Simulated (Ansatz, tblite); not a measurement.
# Ga8P8 wurtzite off sphere (Ga8P8H22): one state, many levels

Aim: run the singlet of Ga8P8 wurtzite off sphere (Ga8P8H22) at one geometry on many levels, and compare frontier levels, spin and run time.

Program: Ansatz 0.2.0, Gaussian basis. Level of theory: as each input shows. These are calculated values, not measurements.

Plan: GFN1-xTB, GFN2-xTB, PBE-D4/def2-SVP, r2SCAN-D4/def2-SVP, LDA/def2-SVP, r2SCANh-D4/def2-SVP, B2PLYP/def2-SVP, PBE+5HF/def2-SVP, PBE+10HF/def2-SVP, PBE+15HF/def2-SVP, PBE+35HF/def2-SVP, PBE+50HF/def2-SVP, PBE0-D4/def2-TZVP, PBE-D4/def2-TZVP, HF/STO-3G, MP2/def2-SVP, RPA/def2-SVP.

**1. The geometry**

The geometry is that of the singlet, from an earlier relaxation (PBE-D4/def2-SVP).

38 atoms, charge 0, spin multiplicity 1.

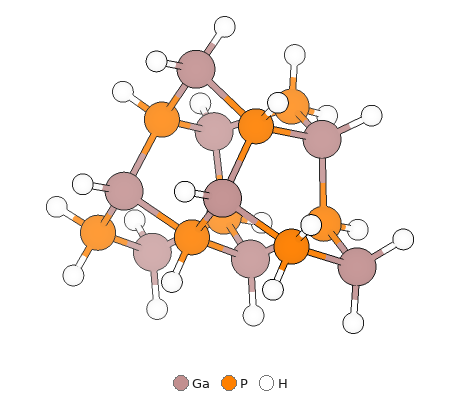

The structure; gallium pink, phosphorus orange, hydrogen white.

PBE0-D4/def2-SVP was run before; its log isn't repeated, and its numbers join the tables.

**2. GFN1-xTB**

Tight binding, by tblite at 300 K electronic temperature and without a spin-polarisation term:

```python
tblite.interface.Calculator('GFN1-xTB', numbers, positions, charge=0, uhf=0).singlepoint()
```

Energy -1194.6996 eV, HOMO -10.50 eV, LUMO -6.03 eV; 0.19 s.

**3. GFN2-xTB**

Tight binding, by tblite at 300 K electronic temperature and without a spin-polarisation term:

```python
tblite.interface.Calculator('GFN2-xTB', numbers, positions, charge=0, uhf=0).singlepoint()
```

Energy -1118.5690 eV, HOMO -11.22 eV, LUMO -7.29 eV; 0.15 s.

**4. PBE-D4/def2-SVP**

start.molden holds the orbitals of an earlier run on this state, given as this run's starting guess.

File in.yaml:

```yaml
crystal:
  periodic: [false, false, false]
  atoms:
    - {symbol: Ga, position_ang: [0.501465, -4.308710, -1.404863]}
    - {symbol: P, position_ang: [0.505383, -4.057222, 1.039277]}
    - {symbol: P, position_ang: [0.515238, -1.945125, -1.895640]}
    - {symbol: Ga, position_ang: [-1.502481, -0.865536, -1.233522]}
    - {symbol: Ga, position_ang: [0.507089, -1.920556, 2.150338]}
    - {symbol: P, position_ang: [-1.337936, -0.772959, 1.166840]}
    - {symbol: P, position_ang: [-1.427489, 1.422563, -1.892354]}
    - {symbol: Ga, position_ang: [-3.480050, 2.593185, -1.398175]}
    - {symbol: Ga, position_ang: [-1.406951, 1.397286, 2.153572]}
    - {symbol: P, position_ang: [-3.258431, 2.466973, 1.045603]}
    - {symbol: Ga, position_ang: [2.540336, -0.957964, -1.153620]}
    - {symbol: P, position_ang: [2.352271, -0.756419, 1.213870]}
    - {symbol: P, position_ang: [2.306177, 1.332238, -1.883380]}
    - {symbol: Ga, position_ang: [0.441469, 2.680367, -1.150027]}
    - {symbol: Ga, position_ang: [2.618521, 1.508570, 2.047456]}
    - {symbol: P, position_ang: [0.523770, 2.413174, 1.217000]}
    - {symbol: H, position_ang: [-0.901993, -4.926530, -1.773556]}
    - {symbol: H, position_ang: [1.901792, -4.935124, -1.774347]}
    - {symbol: H, position_ang: [-0.568010, -4.812406, 1.608464]}
    - {symbol: H, position_ang: [1.589225, -4.800935, 1.603493]}
    - {symbol: H, position_ang: [0.545588, -1.842287, -3.324381]}
    - {symbol: H, position_ang: [-2.806210, -1.617193, -1.701696]}
    - {symbol: H, position_ang: [0.467721, -2.027337, 3.720118]}
    - {symbol: H, position_ang: [-2.500950, -1.444390, 1.663420]}
    - {symbol: H, position_ang: [-1.324453, 1.399426, -3.321216]}
    - {symbol: H, position_ang: [-4.717805, 1.688196, -1.767352]}
    - {symbol: H, position_ang: [-3.321490, 4.119567, -1.765381]}
    - {symbol: H, position_ang: [-1.517822, 1.414342, 3.723471]}
    - {symbol: H, position_ang: [-4.449010, 1.914790, 1.614872]}
    - {symbol: H, position_ang: [-3.359369, 3.776653, 1.611918]}
    - {symbol: H, position_ang: [3.868886, -1.613147, -1.686878]}
    - {symbol: H, position_ang: [3.495455, -1.468865, 1.699835]}
    - {symbol: H, position_ang: [2.301738, 1.331093, -3.312893]}
    - {symbol: H, position_ang: [3.532122, 2.039242, -1.687638]}
    - {symbol: H, position_ang: [0.538888, 4.159225, -1.681216]}
    - {symbol: H, position_ang: [2.569548, 1.478758, 3.623946]}
    - {symbol: H, position_ang: [3.778029, 2.178335, 1.199634]}
    - {symbol: H, position_ang: [0.479749, 3.758734, 1.704996]}
basis:
  gaussian: {orbitals: def2-SVP, fitting: {mean_field: def2-universal-jkfit}, initial_orbitals: start.molden}
hamiltonian: {xc: pbe, dispersion: d4}
scf: {omitted_lower_state_checks: [starts]}
output: {orbitals: {seedname: orbitals}}
```

The run is started by

```
ansatz run in.yaml --threads 2 --pin off --events-out ev --progress --plain --max-ram 32768MiB --backend cuda --devices 0, --max-vram 18GiB
```

Log:

```text
Functional definition: PBE
  name "PBE"
  cite "Perdew, Burke & Ernzerhof, Phys. Rev. Lett. 77, 3865 (1996) doi:10.1103/PhysRevLett.77.3865"
  parent pbe
  parameter kappa = 0.804
  parameter beta = 0.06672455060314922
  exchange = pbe_x(kappa = kappa, mu = beta*pi^2/3)
  correlation = pbe_c(beta = beta)
these checks for a lower state are left out or cut short: starts
3548 factors; integrals over basis functions are off by at most 3.5e-1 eV
mean field evaluation 1: about -493526.3873 eV, gradient 1.7e1 eV
mean field evaluation 2: about -493526.9403 eV, gradient 5.0e-1 eV
mean field evaluation 4: about -493526.9353 eV, gradient 1.6e-3 eV
mean field -493526.93531367 eV, -18136.7803482057 hartree, gradient 2.6e-5 eV, S^2 0.000000; 0 other end points of the search recorded, 0 dependent functions left out
reference -493526.93540810 eV, -18136.7803516760 hartree; 195, 195 occupied and 315, 315 virtual orbitals, 3548 factors
Total energy: -493529.95431421 eV, -18136.8912944292 hartree
Checks for a lower state left out: starts
```

It took 9.5 s on 1 × H100 (card shared with other runs) with 2 threads of AMD EPYC 7R13, shared host; peak host memory 1.1 GiB.

HOMO -6.05 eV, LUMO -1.83 eV.

**5. r2SCAN-D4/def2-SVP**

Changes to in.yaml since step 4:

```diff
@@ -43,3 +43,3 @@
   gaussian: {orbitals: def2-SVP, fitting: {mean_field: def2-universal-jkfit}, initial_orbitals: start.molden}
-hamiltonian: {xc: pbe, dispersion: d4}
+hamiltonian: {xc: r2scan, dispersion: d4}
 scf: {omitted_lower_state_checks: [starts]}
```

The command is unchanged.

Log:

```text
Functional definition: r2SCAN
  name "r2SCAN"
  cite "Furness, Kaplan, Ning, Perdew & Sun, J. Phys. Chem. Lett. 11, 8208 (2020) doi:10.1021/acs.jpclett.0c02405"
  cite "Furness, Kaplan, Ning, Perdew & Sun, J. Phys. Chem. Lett. 11, 9248 (2020) doi:10.1021/acs.jpclett.0c03077"
  parent r2scan
  parameter k0 = 0.174
  parameter k1 = 0.065
  parameter a1 = 4.9479
  exchange = r2scan_x(k0 = k0, k1 = k1, a1 = a1)
  correlation = r2scan_c
these checks for a lower state are left out or cut short: starts
3548 factors; integrals over basis functions are off by at most 3.5e-1 eV
mean field evaluation 1: about -493620.2293 eV, gradient 1.0e1 eV
mean field evaluation 2: about -493620.4451 eV, gradient 2.2e-1 eV
mean field evaluation 4: about -493620.4256 eV, gradient 3.1e-4 eV
mean field -493620.42558136 eV, -18140.2160521732 hartree, gradient 1.9e-5 eV, S^2 0.000000; 0 other end points of the search recorded, 0 dependent functions left out
reference -493620.42561041 eV, -18140.2160532409 hartree; 195, 195 occupied and 315, 315 virtual orbitals, 3548 factors
Total energy: -493621.25158840 eV, -18140.2464073721 hartree
Checks for a lower state left out: starts
```

Run time: 11 s. Hardware: 1 × H100 (card shared with other runs) with 2 threads of AMD EPYC 7R13, shared host; peak host memory 1.1 GiB.

HOMO -6.32 eV, LUMO -1.68 eV.

**6. LDA/def2-SVP**

Changes to in.yaml since step 5:

```diff
@@ -43,4 +43,4 @@
   gaussian: {orbitals: def2-SVP, fitting: {mean_field: def2-universal-jkfit}, initial_orbitals: start.molden}
-hamiltonian: {xc: r2scan, dispersion: d4}
+hamiltonian: {xc: lda}
 scf: {omitted_lower_state_checks: [starts]}
-output: {orbitals: {seedname: orbitals}}
+output: {forces: true, orbitals: {seedname: orbitals}}
```

Launched as before.

Log:

```text
Functional definition: SPW92
  name "SPW92"
  cite "Dirac, Proc. Camb. Phil. Soc. 26, 376 (1930) doi:10.1017/S0305004100016108"
  cite "Slater, Phys. Rev. 81, 385 (1951) doi:10.1103/PhysRev.81.385"
  cite "Perdew & Wang, Phys. Rev. B 45, 13244 (1992) doi:10.1103/PhysRevB.45.13244"
  exchange = slater_x
  correlation = pw_c
these checks for a lower state are left out or cut short: starts
3548 factors; integrals over basis functions are off by at most 3.5e-1 eV
mean field evaluation 1: about -492688.2304 eV, gradient 3.4e1 eV
mean field evaluation 2: about -492689.6081 eV, gradient 1.4e0 eV
mean field evaluation 4: about -492689.6213 eV, gradient 7.4e-2 eV
mean field evaluation 8: about -492689.6213 eV, gradient 1.8e-5 eV
mean field -492689.62133152 eV, -18106.0096269134 hartree, gradient 1.8e-5 eV, S^2 0.000000; 0 other end points of the search recorded, 0 dependent functions left out
the calculation of the forces begins
reference -492689.62141920 eV, -18106.0096301358 hartree; 195, 195 occupied and 315, 315 virtual orbitals, 3548 factors
Total energy: -492689.62141920 eV, -18106.0096301358 hartree
Atom 0 at     0.501465    -4.308710    -1.404863 Å, force     0.002699     0.199438     0.152444 eV/Å
Atom 1 at     0.505383    -4.057222     1.039277 Å, force    -0.001821     0.281965    -0.215183 eV/Å
Atom 2 at     0.515238    -1.945125    -1.895640 Å, force     0.005594    -0.060706     0.290045 eV/Å
Atom 3 at    -1.502481    -0.865536    -1.233522 Å, force     0.162614     0.093694     0.066266 eV/Å
Atom 4 at     0.507089    -1.920556     2.150338 Å, force     0.003676     0.016442    -0.241492 eV/Å
Atom 5 at    -1.337936    -0.772959     1.166840 Å, force     0.223661     0.129030    -0.044482 eV/Å
Atom 6 at    -1.427489     1.422563    -1.892354 Å, force    -0.049539     0.034766     0.290138 eV/Å
Atom 7 at    -3.480050     2.593185    -1.398175 Å, force     0.174156    -0.097662     0.152158 eV/Å
Atom 8 at    -1.406951     1.397286     2.153572 Å, force     0.015849    -0.004790    -0.241476 eV/Å
Atom 9 at    -3.258431     2.466973     1.045603 Å, force     0.242995    -0.142456    -0.215619 eV/Å
Atom 10 at     2.540336    -0.957964    -1.153620 Å, force    -0.184195     0.100481     0.060168 eV/Å
Atom 11 at     2.352271    -0.756419     1.213870 Å, force    -0.200886     0.133726    -0.074644 eV/Å
Atom 12 at     2.306177     1.332238    -1.883380 Å, force    -0.228880    -0.132300     0.237426 eV/Å
Atom 13 at     0.441469     2.680367    -1.150027 Å, force    -0.005229    -0.209828     0.059800 eV/Å
Atom 14 at     2.618521     1.508570     2.047456 Å, force    -0.181849    -0.104783    -0.136793 eV/Å
Atom 15 at     0.523770     2.413174     1.217000 Å, force     0.015125    -0.240700    -0.075007 eV/Å
Atom 16 at    -0.901993    -4.926530    -1.773556 Å, force     0.124060     0.068772     0.041520 eV/Å
Atom 17 at     1.901792    -4.935124    -1.774347 Å, force    -0.124467     0.068817     0.040752 eV/Å
Atom 18 at    -0.568010    -4.812406     1.608464 Å, force    -0.026117    -0.024725     0.022453 eV/Å
Atom 19 at     1.589225    -4.800935     1.603493 Å, force     0.026372    -0.024379     0.022097 eV/Å
Atom 20 at     0.545588    -1.842287    -3.324381 Å, force     0.002033    -0.000133    -0.042355 eV/Å
Atom 21 at    -2.806210    -1.617193    -1.701696 Å, force     0.108944     0.062836     0.034435 eV/Å
Atom 22 at     0.467721    -2.027337     3.720118 Å, force     0.003222     0.008349    -0.134370 eV/Å
Atom 23 at    -2.500950    -1.444390     1.663420 Å, force    -0.035147    -0.020281     0.017618 eV/Å
Atom 24 at    -1.324453     1.399426    -3.321216 Å, force     0.000879     0.001909    -0.042347 eV/Å
Atom 25 at    -4.717805     1.688196    -1.767352 Å, force     0.121712     0.072902     0.041623 eV/Å
Atom 26 at    -3.321490     4.119567    -1.765381 Å, force    -0.002717    -0.142217     0.040465 eV/Å
Atom 27 at    -1.517822     1.414342     3.723471 Å, force     0.008752    -0.001161    -0.134399 eV/Å
Atom 28 at    -4.449010     1.914790     1.614872 Å, force    -0.034425    -0.010252     0.022518 eV/Å
Atom 29 at    -3.359369     3.776653     1.611918 Å, force    -0.007929     0.034997     0.022115 eV/Å
Atom 30 at     3.868886    -1.613147    -1.686878 Å, force    -0.114444     0.057373     0.041638 eV/Å
Atom 31 at     3.495455    -1.468865     1.699835 Å, force     0.035691    -0.018916     0.013197 eV/Å
Atom 32 at     2.301738     1.331093    -3.312893 Å, force    -0.021569    -0.012365    -0.071465 eV/Å
Atom 33 at     3.532122     2.039242    -1.687638 Å, force     0.064898     0.037414     0.040903 eV/Å
Atom 34 at     0.538888     4.159225    -1.681216 Å, force    -0.007558    -0.127845     0.041484 eV/Å
Atom 35 at     2.569548     1.478758     3.623946 Å, force    -0.005560    -0.003062    -0.146387 eV/Å
Atom 36 at     3.778029     2.178335     1.199634 Å, force    -0.112098    -0.064720     0.051524 eV/Å
Atom 37 at     0.479749     3.758734     1.704996 Å, force     0.001498     0.040367     0.013229 eV/Å
Dipole moment:    -0.025977    -0.015028     0.037699 e Å
Checks for a lower state left out: starts
```

Wall time 12 s (1 × H100 (card shared with other runs) with 2 threads of AMD EPYC 7R13, shared host); peak host memory 1.1 GiB.

From the report: HOMO -6.11 eV, LUMO -2.02 eV.

**7. r2SCANh-D4/def2-SVP**

Changes to in.yaml since step 6:

```diff
@@ -43,4 +43,4 @@
   gaussian: {orbitals: def2-SVP, fitting: {mean_field: def2-universal-jkfit}, initial_orbitals: start.molden}
-hamiltonian: {xc: lda}
+hamiltonian: {xc: {name: r2SCANh}, dispersion: d4}
 scf: {omitted_lower_state_checks: [starts]}
-output: {forces: true, orbitals: {seedname: orbitals}}
+output: {orbitals: {seedname: orbitals}}
```

Same command.

Log:

```text
Functional definition: r2SCANh
  name "r2SCANh"
  cite "Bursch, Neugebauer, Ehlert & Grimme, J. Chem. Phys. 156, 134105 (2022) doi:10.1063/5.0086040"
  cite "Furness, Kaplan, Ning, Perdew & Sun, J. Phys. Chem. Lett. 11, 8208 (2020) doi:10.1021/acs.jpclett.0c02405"
  cite "Furness, Kaplan, Ning, Perdew & Sun, J. Phys. Chem. Lett. 11, 9248 (2020) doi:10.1021/acs.jpclett.0c03077"
  parent r2scan
  parameter a = 0.1
  parameter k0 = 0.174
  parameter k1 = 0.065
  parameter a1 = 4.9479
  exchange = (1 - a)*r2scan_x(k0 = k0, k1 = k1, a1 = a1) + a*exact_x
  correlation = r2scan_c
these checks for a lower state are left out or cut short: starts
3548 factors; integrals over basis functions are off by at most 3.5e-1 eV
mean field evaluation 1: about -493617.6439 eV, gradient 8.1e0 eV
mean field evaluation 2: about -493617.7331 eV, gradient 9.8e-2 eV
mean field evaluation 4: about -493617.7155 eV, gradient 6.3e-5 eV
mean field -493617.71548518 eV, -18140.1164579758 hartree, gradient 7.3e-6 eV, S^2 0.000000; 0 other end points of the search recorded, 0 dependent functions left out
reference -493617.71551190 eV, -18140.1164589575 hartree; 195, 195 occupied and 315, 315 virtual orbitals, 3548 factors
Total energy: -493618.64374625 eV, -18140.1505709408 hartree
Checks for a lower state left out: starts
```

Run time: 17 s. Hardware: 1 × H100 (card shared with other runs) with 2 threads of AMD EPYC 7R13, shared host; peak host memory 1.1 GiB.

From the report: HOMO -6.68 eV, LUMO -1.43 eV.

**8. B2PLYP/def2-SVP**

Changes to in.yaml since step 7:

```diff
@@ -43,4 +43,3 @@
   gaussian: {orbitals: def2-SVP, fitting: {mean_field: def2-universal-jkfit}, initial_orbitals: start.molden}
-hamiltonian: {xc: {name: r2SCANh}, dispersion: d4}
+hamiltonian: {xc: {name: B2PLYP}}
 scf: {omitted_lower_state_checks: [starts]}
-output: {orbitals: {seedname: orbitals}}
```

The command is unchanged.

Log:

```text
Functional definition: B2PLYP
  name "B2PLYP"
  cite "Grimme, J. Chem. Phys. 124, 034108 (2006) doi:10.1063/1.2148954"
  cite "Becke, Phys. Rev. A 38, 3098 (1988) doi:10.1103/PhysRevA.38.3098"
  cite "Lee, Yang & Parr, Phys. Rev. B 37, 785 (1988) doi:10.1103/PhysRevB.37.785"
  parameter a = 0.53
  parameter c = 0.27
  exchange = (1 - a)*b88_x + a*exact_x
  correlation = (1 - c)*lyp_c + c*(mp2_os + mp2_ss)
these checks for a lower state are left out or cut short: starts
3548 factors; integrals over basis functions are off by at most 3.5e-1 eV
mean field evaluation 1: about -493488.9963 eV, gradient 1.6e1 eV
mean field evaluation 2: about -493489.6581 eV, gradient 6.3e-1 eV
mean field evaluation 4: about -493489.6572 eV, gradient 3.7e-2 eV
mean field evaluation 8: about -493489.6572 eV, gradient 2.2e-6 eV
mean field -493489.65721618 eV, -18135.4104033909 hartree, gradient 2.2e-6 eV, S^2 0.000000; 0 other end points of the search recorded, 0 dependent functions left out
112 core orbitals not correlated: weight in the atoms' cores, before any rotation towards them, 1.000 or more for the frozen orbitals, at most 0.000 for the correlated occupied ones
reference -493489.65758058 eV, -18135.4104167823 hartree; 83, 83 occupied and 315, 315 virtual orbitals, 3548 factors
second order -93.91604329 eV of doubles, -0.00000000 eV of singles
Total energy: -493515.01491227 eV, -18136.3422815340 hartree
Checks for a lower state left out: starts
```

Wall time 18 s (1 × H100 (card shared with other runs) with 2 threads of AMD EPYC 7R13, shared host); peak host memory 3.2 GiB.

**9. PBE+5HF/def2-SVP**

Changes to in.yaml since step 8:

```diff
@@ -43,3 +43,4 @@
   gaussian: {orbitals: def2-SVP, fitting: {mean_field: def2-universal-jkfit}, initial_orbitals: start.molden}
-hamiltonian: {xc: {name: B2PLYP}}
+hamiltonian: {xc: {text: "exchange = 0.95*pbe_x + 0.05*exact_x\ncorrelation = pbe_c"}}
 scf: {omitted_lower_state_checks: [starts]}
+output: {orbitals: {seedname: orbitals}}
```

Same command.

Log:

```text
Functional definition: unnamed
  exchange = 0.95*pbe_x + 0.05*exact_x
  correlation = pbe_c
these checks for a lower state are left out or cut short: starts
3548 factors; integrals over basis functions are off by at most 3.5e-1 eV
mean field evaluation 1: about -493529.8262 eV, gradient 1.3e1 eV
mean field evaluation 2: about -493530.1778 eV, gradient 3.3e-1 eV
mean field evaluation 4: about -493530.1720 eV, gradient 7.4e-4 eV
mean field -493530.17196601 eV, -18136.8992929855 hartree, gradient 1.3e-5 eV, S^2 0.000000; 0 other end points of the search recorded, 0 dependent functions left out
reference -493530.17205575 eV, -18136.8992962830 hartree; 195, 195 occupied and 315, 315 virtual orbitals, 3548 factors
Total energy: -493530.17205575 eV, -18136.8992962830 hartree
Checks for a lower state left out: starts
```

Run time: 13 s. Hardware: 1 × H100 (card shared with other runs) with 2 threads of AMD EPYC 7R13, shared host; peak host memory 1.1 GiB.

From the report: HOMO -6.25 eV, LUMO -1.69 eV.

**10. PBE+10HF/def2-SVP**

Changes to in.yaml since step 9:

```diff
@@ -43,3 +43,3 @@
   gaussian: {orbitals: def2-SVP, fitting: {mean_field: def2-universal-jkfit}, initial_orbitals: start.molden}
-hamiltonian: {xc: {text: "exchange = 0.95*pbe_x + 0.05*exact_x\ncorrelation = pbe_c"}}
+hamiltonian: {xc: {text: "exchange = 0.90*pbe_x + 0.10*exact_x\ncorrelation = pbe_c"}}
 scf: {omitted_lower_state_checks: [starts]}
```

The command is unchanged.

Log:

```text
Functional definition: unnamed
  exchange = 0.90*pbe_x + 0.10*exact_x
  correlation = pbe_c
these checks for a lower state are left out or cut short: starts
3548 factors; integrals over basis functions are off by at most 3.5e-1 eV
mean field evaluation 1: about -493533.2651 eV, gradient 1.0e1 eV
mean field evaluation 2: about -493533.4615 eV, gradient 2.0e-1 eV
mean field evaluation 4: about -493533.4555 eV, gradient 3.3e-4 eV
mean field -493533.45547182 eV, -18137.0199595980 hartree, gradient 2.1e-5 eV, S^2 0.000000; 0 other end points of the search recorded, 0 dependent functions left out
reference -493533.45555684 eV, -18137.0199627227 hartree; 195, 195 occupied and 315, 315 virtual orbitals, 3548 factors
Total energy: -493533.45555684 eV, -18137.0199627227 hartree
Checks for a lower state left out: starts
```

Run time: 8.5 s. Hardware: 1 × H100 (card shared with other runs) with 2 threads of AMD EPYC 7R13, shared host; peak host memory 1.1 GiB.

HOMO -6.46 eV, LUMO -1.54 eV.

**11. PBE+15HF/def2-SVP**

Changes to in.yaml since step 10:

```diff
@@ -43,3 +43,3 @@
   gaussian: {orbitals: def2-SVP, fitting: {mean_field: def2-universal-jkfit}, initial_orbitals: start.molden}
-hamiltonian: {xc: {text: "exchange = 0.90*pbe_x + 0.10*exact_x\ncorrelation = pbe_c"}}
+hamiltonian: {xc: {text: "exchange = 0.85*pbe_x + 0.15*exact_x\ncorrelation = pbe_c"}}
 scf: {omitted_lower_state_checks: [starts]}
```

The command is unchanged.

Log:

```text
Functional definition: unnamed
  exchange = 0.85*pbe_x + 0.15*exact_x
  correlation = pbe_c
these checks for a lower state are left out or cut short: starts
3548 factors; integrals over basis functions are off by at most 3.5e-1 eV
mean field evaluation 1: about -493536.7040 eV, gradient 6.6e0 eV
mean field evaluation 2: about -493536.7907 eV, gradient 8.3e-2 eV
mean field evaluation 4: about -493536.7848 eV, gradient 7.2e-5 eV
mean field -493536.78475900 eV, -18137.1423086455 hartree, gradient 1.3e-5 eV, S^2 0.000000; 0 other end points of the search recorded, 0 dependent functions left out
reference -493536.78483933 eV, -18137.1423115973 hartree; 195, 195 occupied and 315, 315 virtual orbitals, 3548 factors
Total energy: -493536.78483933 eV, -18137.1423115973 hartree
Checks for a lower state left out: starts
```

Wall time 12 s (1 × H100 (card shared with other runs) with 2 threads of AMD EPYC 7R13, shared host); peak host memory 1.1 GiB.

Report: HOMO -6.66 eV, LUMO -1.40 eV.

**12. PBE+35HF/def2-SVP**

Changes to in.yaml since step 11:

```diff
@@ -43,3 +43,3 @@
   gaussian: {orbitals: def2-SVP, fitting: {mean_field: def2-universal-jkfit}, initial_orbitals: start.molden}
-hamiltonian: {xc: {text: "exchange = 0.85*pbe_x + 0.15*exact_x\ncorrelation = pbe_c"}}
+hamiltonian: {xc: {text: "exchange = 0.65*pbe_x + 0.35*exact_x\ncorrelation = pbe_c"}}
 scf: {omitted_lower_state_checks: [starts]}
```

The command is unchanged.

Log:

```text
Functional definition: unnamed
  exchange = 0.65*pbe_x + 0.35*exact_x
  correlation = pbe_c
these checks for a lower state are left out or cut short: starts
3548 factors; integrals over basis functions are off by at most 3.5e-1 eV
mean field evaluation 1: about -493550.4595 eV, gradient 6.6e0 eV
mean field evaluation 2: about -493550.5440 eV, gradient 9.6e-2 eV
mean field evaluation 4: about -493550.5398 eV, gradient 6.4e-5 eV
mean field -493550.53976024 eV, -18137.6477956173 hartree, gradient 8.7e-6 eV, S^2 0.000000; 0 other end points of the search recorded, 0 dependent functions left out
reference -493550.53982171 eV, -18137.6477978766 hartree; 195, 195 occupied and 315, 315 virtual orbitals, 3548 factors
Total energy: -493550.53982171 eV, -18137.6477978766 hartree
Checks for a lower state left out: starts
```

Wall time 11 s (1 × H100 (card shared with other runs) with 2 threads of AMD EPYC 7R13, shared host); peak host memory 1.1 GiB.

From the report: HOMO -7.49 eV, LUMO -0.83 eV.

(Part 1 of 2 ends here.)
